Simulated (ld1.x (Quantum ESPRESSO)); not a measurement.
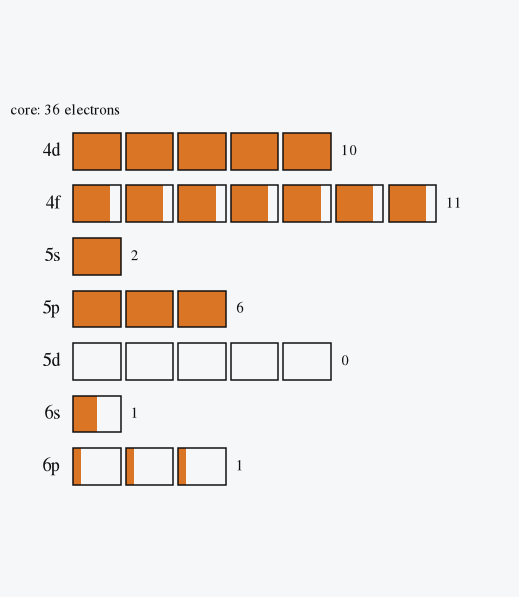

The valence shells of the reference configuration: a box for each of the 2l + 1 orbitals, shaded by the share of the shell that is filled, with the electron count at the right.

## Ho: pseudopotential generation (part 1 of 2)

System: holmium (Ho, Z = 67), core [Kr], reference valence 4d10 4f11 5s2 5p6 5d0 6s1 6p1, valence charge 31.
Method: RRKJ potential, PBE, scalar-relativistic, made with ld1.x (Quantum ESPRESSO) 7.5.

### Log
```
     Program LD1 v.7.5
     --------------------------- All-electron run ----------------------------

     Ho
     scalar relativistic calculation

     atomic number is 67.00
     dft =PBE   lsd =0 sic =0 latt =0  beta=0.20 tr2=1.0E-14
     Exchange-correlation= PBE
                           (   1   4   3   4   0   0   0)
     mesh =1265 r(mesh) =  99.01857 a.u. xmin = -7.00 dx = 0.01250
     1 Ry =  13.60569312 eV, c = 137.03599908

     n l     nl                  e(Ry)          e(Ha)          e(eV)
     1 0     1S 1( 2.00)     -4079.3535     -2039.6768    -55502.4324
     2 0     2S 1( 2.00)      -682.4188      -341.2094     -9284.7807
     2 1     2P 1( 6.00)      -604.5203      -302.2602     -8224.9178
     3 0     3S 1( 2.00)      -152.4961       -76.2480     -2074.8145
     3 1     3P 1( 6.00)      -128.6960       -64.3480     -1750.9981
     4 0     4S 1( 2.00)       -30.2065       -15.1032      -410.9798
     4 1     4P 1( 6.00)       -22.3764       -11.1882      -304.4459
     3 2     3D 1(10.00)       -98.5209       -49.2604     -1340.4451
     5 0     5S 1( 2.00)        -3.8144        -1.9072       -51.8976
     5 1     5P 1( 6.00)        -2.0119        -1.0060       -27.3734
     4 2     4D 1(10.00)       -11.8048        -5.9024      -160.6132
     4 3     4F 1(11.00)        -0.3390        -0.1695        -4.6118
     5 2     5D 1( 0.00)        -0.1535        -0.0767        -2.0883
     6 0     6S 1( 1.00)        -0.3391        -0.1696        -4.6143
     6 1     6P 1( 1.00)        -0.1316        -0.0658        -1.7906

     final scf error:  4.2E-15 reached in  27 iterations

     Etot =  -25232.503211 Ry,  -12616.251605 Ha, -343305.695410 eV

     Ekin =   27291.842438 Ry,   13645.921219 Ha,  371324.432972 eV
     Encl =  -61832.956470 Ry,  -30916.478235 Ha, -841280.230617 eV
     Eh   =    9849.031745 Ry,    4924.515872 Ha,  134002.903481 eV
     Exc  =    -540.420924 Ry,    -270.210462 Ha,   -7352.801246 eV

     normalization and overlap integrals

     s(1S/1S) =  1.000000  <r> =   0.0207  <r2> =    0.0006  r(max) =   0.0132
     s(2S/2S) =  1.000000  <r> =   0.0881  <r2> =    0.0092  r(max) =   0.0749
     s(2P/2P) =  1.000000  <r> =   0.0781  <r2> =    0.0074  r(max) =   0.0605
     s(3S/3S) =  1.000000  <r> =   0.2298  <r2> =    0.0604  r(max) =   0.2113
     s(3P/3P) =  1.000000  <r> =   0.2289  <r2> =    0.0607  r(max) =   0.2086
     s(4S/4S) =  1.000000  <r> =   0.5188  <r2> =    0.3038  r(max) =   0.4821
     s(4P/4P) =  1.000000  <r> =   0.5501  <r2> =    0.3443  r(max) =   0.5068
     s(3D/3D) =  1.000000  <r> =   0.2079  <r2> =    0.0507  r(max) =   0.1687
     s(5S/5S) =  1.000000  <r> =   1.2766  <r2> =    1.8365  r(max) =   1.1420
     s(5P/5P) =  1.000000  <r> =   1.5182  <r2> =    2.6288  r(max) =   1.2941
     s(4D/4D) =  1.000000  <r> =   0.5965  <r2> =    0.4132  r(max) =   0.5261
     s(4F/4F) =  1.000000  <r> =   0.8523  <r2> =    1.0128  r(max) =   0.5261
     s(5D/5D) =  1.000000  <r> =   3.2155  <r2> =   13.1853  r(max) =   2.0295
     s(6S/6S) =  1.000000  <r> =   3.9678  <r2> =   17.9299  r(max) =   3.3461
     s(6P/6P) =  1.000000  <r> =   5.5977  <r2> =   35.9626  r(max) =   4.6312

     ------------------------ End of All-electron run ------------------------

     --------------------- Generating NC pseudopotential ---------------------

      Generating local potential from pseudized AE potential:
      Matching radius rcloc =   1.9500

      Local pseudo, rcloc= 1.955 Estimated cut-off energy=     6.52 Ry

      Wfc   5S  rcut= 1.907  Estimated cut-off energy=       36.76 Ry
      This function has    0 nodes for 0 < r <    1.907

      Wfc   5P  rcut= 2.388  Estimated cut-off energy=       32.28 Ry
      This function has    0 nodes for 0 < r <    2.388

      Wfc   4D  rcut= 0.795  Estimated cut-off energy=      375.39 Ry
      This function has    0 nodes for 0 < r <    0.795

      Wfc   4F  rcut= 0.795  Estimated cut-off energy=      465.85 Ry
      This function has    0 nodes for 0 < r <    0.795

     ------------------- End of pseudopotential generation -------------------

     --------------------------- All-electron run ----------------------------

     Ho
     scalar relativistic calculation

     atomic number is 67.00
     dft =PBE   lsd =0 sic =0 latt =0  beta=0.20 tr2=1.0E-14
     Exchange-correlation= PBE
                           (   1   4   3   4   0   0   0)
     mesh =1265 r(mesh) =  99.01857 a.u. xmin = -7.00 dx = 0.01250
     1 Ry =  13.60569312 eV, c = 137.03599908

     n l     nl                  e(Ry)          e(Ha)          e(eV)
     1 0     1S 1( 2.00)     -4079.3535     -2039.6768    -55502.4324
     2 0     2S 1( 2.00)      -682.4188      -341.2094     -9284.7807
     2 1     2P 1( 6.00)      -604.5203      -302.2602     -8224.9178
     3 0     3S 1( 2.00)      -152.4961       -76.2480     -2074.8145
     3 1     3P 1( 6.00)      -128.6960       -64.3480     -1750.9981
     4 0     4S 1( 2.00)       -30.2065       -15.1032      -410.9798
     4 1     4P 1( 6.00)       -22.3764       -11.1882      -304.4459
     3 2     3D 1(10.00)       -98.5209       -49.2604     -1340.4451
     5 0     5S 1( 2.00)        -3.8144        -1.9072       -51.8976
     5 1     5P 1( 6.00)        -2.0119        -1.0060       -27.3734
     4 2     4D 1(10.00)       -11.8048        -5.9024      -160.6132
     4 3     4F 1(11.00)        -0.3390        -0.1695        -4.6118
     5 2     5D 1( 0.00)        -0.1535        -0.0767        -2.0883
     6 0     6S 1( 1.00)        -0.3391        -0.1696        -4.6143
     6 1     6P 1( 1.00)        -0.1316        -0.0658        -1.7906

     final scf error:  4.2E-15 reached in  27 iterations

     Etot =  -25232.503211 Ry,  -12616.251605 Ha, -343305.695410 eV

     Ekin =   27291.842438 Ry,   13645.921219 Ha,  371324.432972 eV
     Encl =  -61832.956470 Ry,  -30916.478235 Ha, -841280.230617 eV
     Eh   =    9849.031745 Ry,    4924.515872 Ha,  134002.903481 eV
     Exc  =    -540.420924 Ry,    -270.210462 Ha,   -7352.801246 eV

     normalization and overlap integrals

     s(1S/1S) =  1.000000  <r> =   0.0207  <r2> =    0.0006  r(max) =   0.0132
     s(2S/2S) =  1.000000  <r> =   0.0881  <r2> =    0.0092  r(max) =   0.0749
     s(2P/2P) =  1.000000  <r> =   0.0781  <r2> =    0.0074  r(max) =   0.0605
     s(3S/3S) =  1.000000  <r> =   0.2298  <r2> =    0.0604  r(max) =   0.2113
     s(3P/3P) =  1.000000  <r> =   0.2289  <r2> =    0.0607  r(max) =   0.2086
     s(4S/4S) =  1.000000  <r> =   0.5188  <r2> =    0.3038  r(max) =   0.4821
     s(4P/4P) =  1.000000  <r> =   0.5501  <r2> =    0.3443  r(max) =   0.5068
     s(3D/3D) =  1.000000  <r> =   0.2079  <r2> =    0.0507  r(max) =   0.1687
     s(5S/5S) =  1.000000  <r> =   1.2766  <r2> =    1.8365  r(max) =   1.1420
     s(5P/5P) =  1.000000  <r> =   1.5182  <r2> =    2.6288  r(max) =   1.2941
     s(4D/4D) =  1.000000  <r> =   0.5965  <r2> =    0.4132  r(max) =   0.5261
     s(4F/4F) =  1.000000  <r> =   0.8523  <r2> =    1.0128  r(max) =   0.5261
     s(5D/5D) =  1.000000  <r> =   3.2155  <r2> =   13.1853  r(max) =   2.0295
     s(6S/6S) =  1.000000  <r> =   3.9678  <r2> =   17.9299  r(max) =   3.3461
     s(6P/6P) =  1.000000  <r> =   5.5977  <r2> =   35.9626  r(max) =   4.6312

     ------------------------ End of All-electron run ------------------------

     Computing logarithmic derivative in   2.58979
     Message from routine compute phi:
     negative determinant

      ld=  -0.176607 f2ae  0.086793 faenor  0.572574

       Warning: n=3, l=2 expected 0 nodes, found 1
       Setting wfc to zero for this iteration
       (This warning will only be printed once per wavefunction)

     Computing logarithmic derivative in   2.58979
     Computing the partial wave expansion
     R is outside the sphere for l=    0 j= 0.00
     R is outside the sphere for l=    1 j= 0.00
     R is outside the sphere for l=    2 j= 0.00
     R is outside the sphere for l=    3 j= 0.00

     ---------------------- Testing the pseudopotential ----------------------

     Ho
     scalar relativistic calculation

     atomic number is 67.00   valence charge is 31.00
     dft =PBE   lsd =0 sic =0 latt =0  beta=0.20 tr2=1.0E-14
     mesh =1265 r(mesh) =  99.01857 xmin = -7.00 dx = 0.01250

     n l     nl             e AE (Ry)        e PS (Ry)    De AE-PS (Ry)
     3 2     4D   1(10.00)      -11.80485      -11.80485       -0.00000
     4 3     4F   1(11.00)       -0.33896       -0.33896        0.00000
     1 0     5S   1( 2.00)       -3.81440       -3.81440       -0.00000
     2 1     5P   1( 6.00)       -2.01191       -2.01191       -0.00000
     4 2     5D   1( 0.00)       -0.15349       -0.06689       -0.08660  !
     2 0     6S   1( 1.00)       -0.33915       -0.33564       -0.00351
     3 1     6P   1( 1.00)       -0.13161       -0.13228        0.00067

     eps = 3.4E-16  iter = 15

     Etot =  -25232.503211 Ry,  -12616.251605 Ha, -343305.695410 eV
     Etotps = -1005.518661 Ry,    -502.759331 Ha,  -13680.778335 eV

     Ekin =     752.798501 Ry,     376.399251 Ha,   10242.345393 eV
     Encl =   -1930.943152 Ry,    -965.471576 Ha,  -26271.819970 eV
     Ehrt =     884.840927 Ry,     442.420463 Ha,   12038.874109 eV
     Ecxc =     -69.365364 Ry,     -34.682682 Ha,    -943.763853 eV
     Epseu=    -642.849573 Ry,    -321.424786 Ha,   -8746.414013 eV

     ---------------------- End of pseudopotential test ----------------------
```

### Output of the test run (extracts)
```
     ---------------------- Testing the pseudopotential ----------------------

     Ho
     scalar relativistic calculation

     atomic number is 67.00   valence charge is 31.00
     dft =PBE   lsd =0 sic =0 latt =0  beta=0.20 tr2=1.0E-14
     mesh =1265 r(mesh) =  99.01857 xmin = -7.00 dx = 0.01250

     n l     nl             e AE (Ry)        e PS (Ry)    De AE-PS (Ry)
     3 2     4D   1(10.00)      -11.80485      -11.80485       -0.00000
     4 3     4F   1(11.00)       -0.33896       -0.33896        0.00000
     1 0     5S   1( 2.00)       -3.81440       -3.81440       -0.00000
     2 1     5P   1( 6.00)       -2.01191       -2.01191       -0.00000
     4 2     5D   1( 0.00)       -0.15349       -0.06689       -0.08660  !
     2 0     6S   1( 1.00)       -0.33915       -0.33564       -0.00351
     3 1     6P   1( 1.00)       -0.13161       -0.13228        0.00067

     eps = 9.5E-15  iter = 22

     Etot =  -25232.503211 Ry,  -12616.251605 Ha, -343305.695409 eV
     Etotps = -1005.518659 Ry,    -502.759329 Ha,  -13680.778299 eV

     Ekin =     752.798504 Ry,     376.399252 Ha,   10242.345432 eV
     Encl =   -1930.943152 Ry,    -965.471576 Ha,  -26271.819959 eV
     Ehrt =     884.840926 Ry,     442.420463 Ha,   12038.874099 eV
     Ecxc =     -69.365364 Ry,     -34.682682 Ha,    -943.763853 eV
     Epseu=    -642.849573 Ry,    -321.424787 Ha,   -8746.414018 eV

     ---------------------- End of pseudopotential test ----------------------

     ---------------------- Testing the pseudopotential ----------------------

     Ho
     scalar relativistic calculation

     atomic number is 67.00   valence charge is 31.00
     dft =PBE   lsd =0 sic =0 latt =0  beta=0.20 tr2=1.0E-14
     mesh =1265 r(mesh) =  99.01857 xmin = -7.00 dx = 0.01250

     n l     nl             e AE (Ry)        e PS (Ry)    De AE-PS (Ry)
     3 2     4D   1(10.00)      -11.69754      -11.70133        0.00378
     4 3     4F   1(11.00)       -0.23094       -0.23460        0.00366
     1 0     5S   1( 2.00)       -3.70252       -3.70641        0.00389
     2 1     5P   1( 6.00)       -1.90109       -1.90482        0.00374
     4 2     5D   1( 0.00)       -0.07655       -0.02297       -0.05359  !
     2 0     6S   1( 2.00)       -0.27842       -0.27691       -0.00150
     3 1     6P   1( 0.00)       -0.08425       -0.08603        0.00178

     eps = 2.2E-15  iter = 41

     Etot =  -25232.704068 Ry,  -12616.352034 Ha, -343308.428208 eV
     Etotps = -1005.715875 Ry,    -502.857938 Ha,  -13683.461569 eV
     dEtot_ae =      -0.200857 Ry
     dEtot_ps =      -0.197217 Ry,   Delta E=      -0.003640 Ry

     Ekin =     752.339696 Ry,     376.169848 Ha,   10236.103033 eV
     Encl =   -1934.191787 Ry,    -967.095893 Ha,  -26316.019889 eV
     Ehrt =     888.018026 Ry,     444.009013 Ha,   12082.100750 eV
     Ecxc =     -69.440819 Ry,     -34.720410 Ha,    -944.790480 eV
     Epseu=    -642.440992 Ry,    -321.220496 Ha,   -8740.854983 eV

     ---------------------- End of pseudopotential test ----------------------

     ---------------------- Testing the pseudopotential ----------------------

     Ho
     scalar relativistic calculation

     atomic number is 67.00   valence charge is 31.00
     dft =PBE   lsd =0 sic =0 latt =0  beta=0.20 tr2=1.0E-14
     mesh =1265 r(mesh) =  99.01857 xmin = -7.00 dx = 0.01250

     n l     nl             e AE (Ry)        e PS (Ry)    De AE-PS (Ry)
     3 2     4D   1(10.00)      -12.17489      -12.17599        0.00110
     4 3     4F   1(11.00)       -0.70925       -0.71051        0.00125
     1 0     5S   1( 2.00)       -4.18590       -4.18722        0.00132
     2 1     5P   1( 6.00)       -2.38334       -2.38461        0.00127
     4 2     5D   1( 0.00)       -0.49731       -0.37731       -0.12000  !
     2 0     6S   1( 1.00)       -0.65789       -0.65418       -0.00370
     3 1     6P   1( 0.00)       -0.40079       -0.40263        0.00184

     eps = 4.3E-15  iter = 22

     Etot =  -25232.240386 Ry,  -12616.120193 Ha, -343302.119493 eV
     Etotps = -1005.254559 Ry,    -502.627280 Ha,  -13677.185044 eV
     dEtot_ae =       0.262825 Ry
     dEtot_ps =       0.264099 Ry,   Delta E=      -0.001274 Ry

     Ekin =     752.840840 Ry,     376.420420 Ha,   10242.921446 eV
     Encl =   -1919.408749 Ry,    -959.704374 Ha,  -26114.886413 eV
     Ehrt =     873.547574 Ry,     436.773787 Ha,   11885.220222 eV
     Ecxc =     -69.161290 Ry,     -34.580645 Ha,    -940.987294 eV
     Epseu=    -643.072935 Ry,    -321.536467 Ha,   -8749.453005 eV

     ---------------------- End of pseudopotential test ----------------------

     ---------------------- Testing the pseudopotential ----------------------

     Ho
     scalar relativistic calculation

     atomic number is 67.00   valence charge is 31.00
     dft =PBE   lsd =0 sic =0 latt =0  beta=0.20 tr2=1.0E-14
     mesh =1265 r(mesh) =  99.01857 xmin = -7.00 dx = 0.01250

     n l     nl             e AE (Ry)        e PS (Ry)    De AE-PS (Ry)
     3 2     4D   1(10.00)      -12.73498      -12.73288       -0.00210
     4 3     4F   1(11.00)       -1.26996       -1.26833       -0.00163
     1 0     5S   1( 2.00)       -4.75287       -4.75091       -0.00196
     2 1     5P   1( 6.00)       -2.94598       -2.94415       -0.00183
     4 2     5D   1( 0.00)       -0.99377       -0.82394       -0.16983  !
     2 0     6S   1( 0.00)       -1.08035       -1.07348       -0.00687  !
     3 1     6P   1( 0.00)       -0.75086       -0.75265        0.00179

     eps = 5.1E-15  iter = 20

     Etot =  -25231.372311 Ry,  -12615.686156 Ha, -343290.308738 eV
     Etotps = -1004.391293 Ry,    -502.195647 Ha,  -13665.439710 eV
     dEtot_ae =       1.130899 Ry
     dEtot_ps =       1.127366 Ry,   Delta E=       0.003534 Ry

     Ekin =     753.543286 Ry,     376.771643 Ha,   10252.478707 eV
     Encl =   -1902.053778 Ry,    -951.026889 Ha,  -25878.760007 eV
     Ehrt =     857.069289 Ry,     428.534644 Ha,   11661.021729 eV
     Ecxc =     -68.871327 Ry,     -34.435663 Ha,    -937.042134 eV
     Epseu=    -644.078764 Ry,    -322.039382 Ha,   -8763.138004 eV

     ---------------------- End of pseudopotential test ----------------------

     ---------------------- Testing the pseudopotential ----------------------

     Ho
     scalar relativistic calculation

     atomic number is 67.00   valence charge is 31.00
     dft =PBE   lsd =0 sic =0 latt =0  beta=0.20 tr2=1.0E-14
     mesh =1265 r(mesh) =  99.01857 xmin = -7.00 dx = 0.01250

     n l     nl             e AE (Ry)        e PS (Ry)    De AE-PS (Ry)
     3 2     4D   1(10.00)      -14.11921      -14.13857        0.01936  !
     4 3     4F   1(10.00)       -2.57904       -2.58622        0.00718  !
     1 0     5S   1( 2.00)       -5.88984       -5.89064        0.00080
     2 1     5P   1( 6.00)       -4.00596       -4.00543       -0.00052
     4 2     5D   1( 0.00)       -1.83203       -1.55256       -0.27947  !
     2 0     6S   1( 0.00)       -1.71921       -1.70933       -0.00988  !
     3 1     6P   1( 0.00)       -1.29305       -1.30050        0.00746  !

     eps = 1.1E-15  iter = 21

     Etot =  -25229.464161 Ry,  -12614.732080 Ha, -343264.347028 eV
     Etotps = -1002.483033 Ry,    -501.241517 Ha,  -13639.476511 eV
     dEtot_ae =       3.039050 Ry
     dEtot_ps =       3.035625 Ry,   Delta E=       0.003425 Ry

     Ekin =     737.206057 Ry,     368.603029 Ha,   10030.199381 eV
     Encl =   -1860.940446 Ry,    -930.470223 Ha,  -25319.384632 eV
     Ehrt =     820.067863 Ry,     410.033932 Ha,   11157.591690 eV
     Ecxc =     -67.341386 Ry,     -33.670693 Ha,    -916.226238 eV
     Epseu=    -631.475121 Ry,    -315.737561 Ha,   -8591.656712 eV

     ---------------------- End of pseudopotential test ----------------------

     ---------------------- Testing the pseudopotential ----------------------

     Ho
     scalar relativistic calculation

     atomic number is 67.00   valence charge is 31.00
     dft =PBE   lsd =0 sic =0 latt =0  beta=0.20 tr2=1.0E-14
     mesh =1265 r(mesh) =  99.01857 xmin = -7.00 dx = 0.01250

     n l     nl             e AE (Ry)        e PS (Ry)    De AE-PS (Ry)
     3 2     4D   1(10.00)      -11.68386       -1.07828      -10.60559  !
     4 3     4F   1(12.00)       -0.27078       -0.00107       -0.26971  !
     1 0     5S   1( 2.00)       -3.83117       -0.11288       -3.71828  !
     2 1     5P   1( 6.00)       -2.07589       -0.06520       -2.01069  !
     4 2     5D   1( 0.00)       -0.34429       -0.34429        0.00000
     2 0     6S   1( 0.00)       -0.55637       -0.55637        0.00000
     3 1     6P   1( 0.00)       -0.33202       -0.33202        0.00000

     eps = 8.7E-15  iter = 32

     Etot =  -25232.108273 Ry,  -12616.054136 Ha, -343300.322005 eV
     Etotps =   -11.412582 Ry,      -5.706291 Ha,    -155.276094 eV
     dEtot_ae =       0.394938 Ry
     dEtot_ps =     994.106076 Ry,   Delta E=    -993.711138 Ry

     Ekin =     -11.412582 Ry,      -5.706291 Ha,    -155.276094 eV
     Encl =       0.000000 Ry,       0.000000 Ha,       0.000000 eV
     Ehrt =       0.000000 Ry,       0.000000 Ha,       0.000000 eV
     Ecxc =       0.000000 Ry,       0.000000 Ha,       0.000000 eV

     ---------------------- End of pseudopotential test ----------------------

     ---------------------- Testing the pseudopotential ----------------------

     Ho
     scalar relativistic calculation

     atomic number is 67.00   valence charge is 31.00
     dft =PBE   lsd =0 sic =0 latt =0  beta=0.20 tr2=1.0E-14
     mesh =1265 r(mesh) =  99.01857 xmin = -7.00 dx = 0.01250

     n l     nl             e AE (Ry)        e PS (Ry)    De AE-PS (Ry)
     3 2     4D   1( 9.00)      -12.98464      -13.01536        0.03072  !
     4 3     4F   1(11.00)       -1.40917       -1.43457        0.02540  !
     1 0     5S   1( 2.00)       -4.66715       -4.67364        0.00649  !
     2 1     5P   1( 6.00)       -2.78807       -2.79095        0.00287
     4 2     5D   1( 0.00)       -0.70888       -0.51464       -0.19425  !
     2 0     6S   1( 2.00)       -0.77734       -0.77374       -0.00360
     3 1     6P   1( 0.00)       -0.47552       -0.48028        0.00476

     eps = 2.7E-15  iter = 19

     Etot =  -25220.405798 Ry,  -12610.202899 Ha, -343141.101726 eV
     Etotps =  -993.386040 Ry,    -496.693020 Ha,  -13515.705610 eV
     dEtot_ae =      12.097413 Ry
     dEtot_ps =      12.132619 Ry,   Delta E=      -0.035206 Ry

     Ekin =     751.664538 Ry,     375.832269 Ha,   10226.917038 eV
     Encl =   -1897.068048 Ry,    -948.534024 Ha,  -25810.925700 eV
     Ehrt =     853.634955 Ry,     426.817478 Ha,   11614.295238 eV
     Ecxc =     -67.894453 Ry,     -33.947226 Ha,    -923.751090 eV
     Epseu=    -633.723032 Ry,    -316.861516 Ha,   -8622.241096 eV

     ---------------------- End of pseudopotential test ----------------------

     ---------------------- Testing the pseudopotential ----------------------

     Ho
     scalar relativistic calculation

     atomic number is 67.00   valence charge is 31.00
     dft =PBE   lsd =0 sic =0 latt =0  beta=0.20 tr2=1.0E-14
     mesh =1265 r(mesh) =  99.01857 xmin = -7.00 dx = 0.01250

     n l     nl             e AE (Ry)        e PS (Ry)    De AE-PS (Ry)
     3 2     4D   1(10.00)      -12.22478      -12.37606        0.15128  !
     4 3     4F   1(10.00)       -0.68777       -0.82497        0.13720  !
     1 0     5S   1( 2.00)       -3.99898       -4.12835        0.12937  !
     2 1     5P   1( 6.00)       -2.14129       -2.26040        0.11911  !
     4 2     5D   1( 1.00)       -0.16162       -0.08822       -0.07340  !
     2 0     6S   1( 2.00)       -0.31880       -0.36012        0.04132  !
     3 1     6P   1( 0.00)       -0.09792       -0.12688        0.02895  !

     eps = 9.4E-15  iter = 26

     Etot =  -25232.365668 Ry,  -12616.182834 Ha, -343303.824040 eV
     Etotps = -1005.240414 Ry,    -502.620207 Ha,  -13676.992587 eV
     dEtot_ae =       0.137543 Ry
     dEtot_ps =       0.278245 Ry,   Delta E=      -0.140702 Ry

     Ekin =     737.445971 Ry,     368.722986 Ha,   10033.463580 eV
     Encl =   -1915.688384 Ry,    -957.844192 Ha,  -26064.268269 eV
     Ehrt =     871.585935 Ry,     435.792968 Ha,   11858.530765 eV
     Ecxc =     -68.460654 Ry,     -34.230327 Ha,    -931.454643 eV
     Epseu=    -630.123283 Ry,    -315.061642 Ha,   -8573.264020 eV

     ---------------------- End of pseudopotential test ----------------------
```

(Continued in part 2.) Outcome of the run: generated; ld1.x warns of wrong node counts.
